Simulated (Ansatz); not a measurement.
# Calculations on Si₂H₆ and related structures

### Relaxation

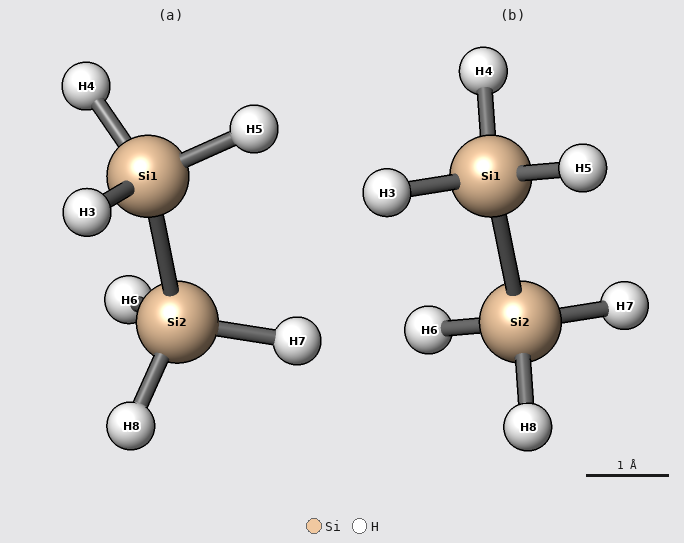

The structure of Si₂H₆ before (left) and after (right) a relaxation, at one scale.

A ball-and-stick model, seen from a free direction.

It is one of the separated reactants of a reaction.

Theory: RKS PBE0-D4/def2-TZVP (Ansatz). (force threshold 0.005 eV/Å; at most 200 steps)

Q: What changed between the two?

A: After 17 accepted moves (18 points after the start) the energy has fallen by 4.82 kJ/mol. Largest force component: 0.33 eV/Å at the start, 0.003 eV/Å at the end. The line search rejected the trial step at point 9 of the run. The forces were under the threshold at step 3, but the run went on from there. The largest moves after the best rigid fit, 0.73 Å, are those of H3 and H6. Largest moves by element: H 0.73 Å, Si 0.01 Å. Groups turn about Si1–Si2 by about 60°. Cost: 14 s on 4 threads of Arm Neoverse V2, on a shared host.

### Relaxation

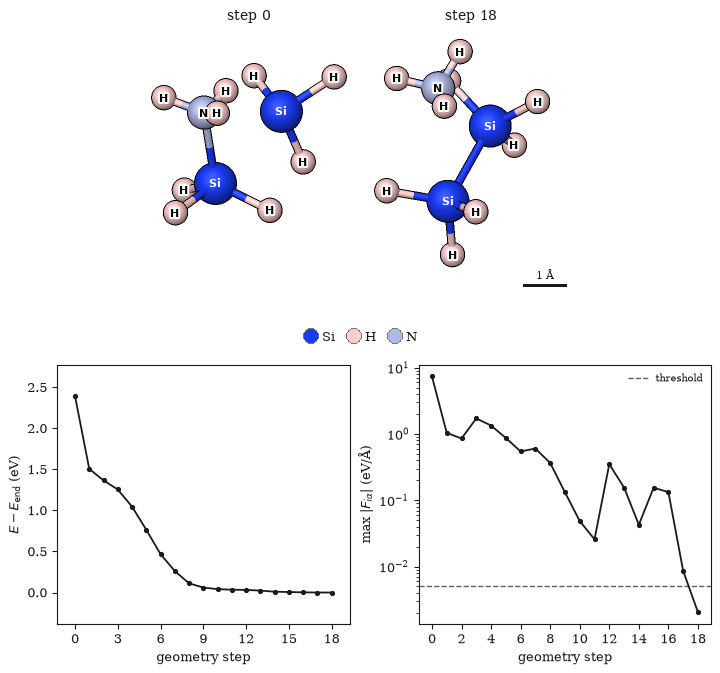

First and last geometry of a relaxation of Si2NH9 (started from a transition state, displaced along its imaginary mode), with the history of the run. The picture is a ball-and-stick view, seen from a free direction.

Computed with Ansatz, RKS PBE0-D4/def2-TZVP. Settings: force threshold 0.005 eV/Å; at most 200 steps.

Q: What do the curves and the structures tell?

A: It converged. The energy falls by 2.392 eV in 18 geometry steps. The largest force component goes from 7.4 to 0.002 eV/Å. The atom that moves furthest after the best rigid fit is an H atom (1.88 Å). By element the largest moves are H 1.88 Å, Si 0.71 Å, N 0.65 Å. Some distances before and after: N–Si 1.949 → 3.110 Å, Si–Si 2.824 → 2.337 Å, H–N 0.869 → 1.013 Å, H–Si 1.547 → 1.488 Å. New bonds form, among them: Si–Si (2.82 → 2.34 Å). Bonds break, among them: N–Si (1.95 → 3.11 Å). Bond angles that change, for instance: H–Si–H 124.7° → 107.0°, H–Si–H 101.2° → 109.1°, H–Si–H 102.0° → 109.0°.

### Reaction

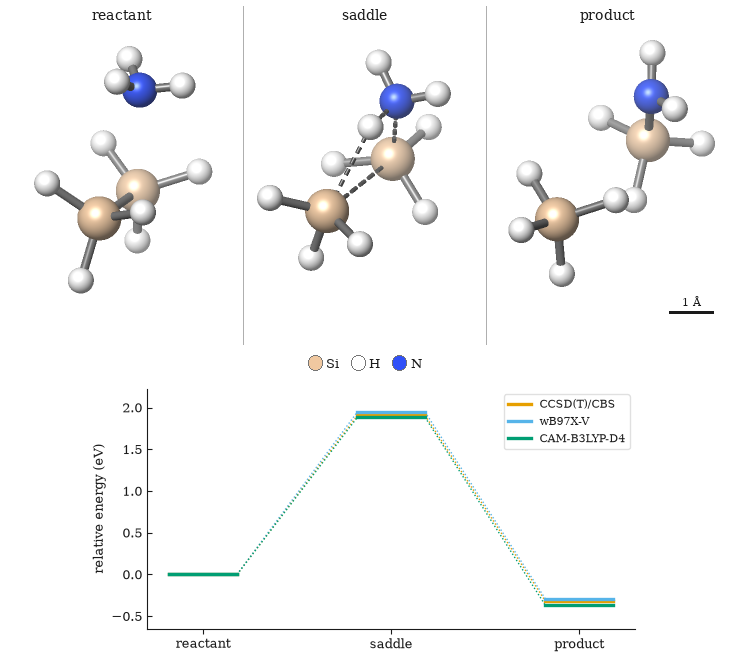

A reaction step of Si2NH9, with its energy diagram. Style: ball-and-stick. Shown from a free direction. Dashed sticks mark bonds that form or break.

Stationary points at PBE0-D4/def2-TZVP, single-point energies with CCSD(T)/CBS, wB97X-V, CAM-B3LYP-D4 (def2-TZVPP where no basis is named; Ansatz 0.2.0). The energies are electronic, without zero-point or thermal terms, and both ends are the relaxed geometries reached downhill from the saddle, with any fragments still in contact. CCSD(T)/CBS stands for a frozen-core estimate: MP2 correlation extrapolated from def2-TZVPP and def2-QZVPP, CCSD(T) minus MP2 from the smaller set.

Q: Describe the step and its energetics.

A: Counted by bonded pieces, the reactant holds NH₃ + Si₂H₆ and the product holds SiH₄ + SiH₅N. From the reactant over the saddle to the product, bonds form: N–Si (3.11 → 1.87 → 1.72 Å), H–Si (3.29 → 2.20 → 1.48 Å). Bonds break: Si–Si (2.34 → 3.03 → 4.13 Å), H–N (1.01 → 1.10 → 3.43 Å). The saddle has one imaginary mode, 343i cm⁻¹. The end the product keeps a soft imaginary mode of 24i cm⁻¹, so it isn't quite a minimum. With CCSD(T)/CBS the barrier is 1.91 eV from the reactant and 2.23 eV from the product, and the product lies 0.32 eV below the reactant.

```csv
level,barrier from the reactant (eV),barrier from the product (eV),the product less the reactant (eV)
CCSD(T)/CBS,1.91,2.23,−0.32
wB97X-V,1.95,2.24,−0.29
CAM-B3LYP-D4,1.88,2.25,−0.37
```

Limits of the set-up: the start holds two separate molecules, 2.9 Å apart at their closest, whose relative position is a soft coordinate.
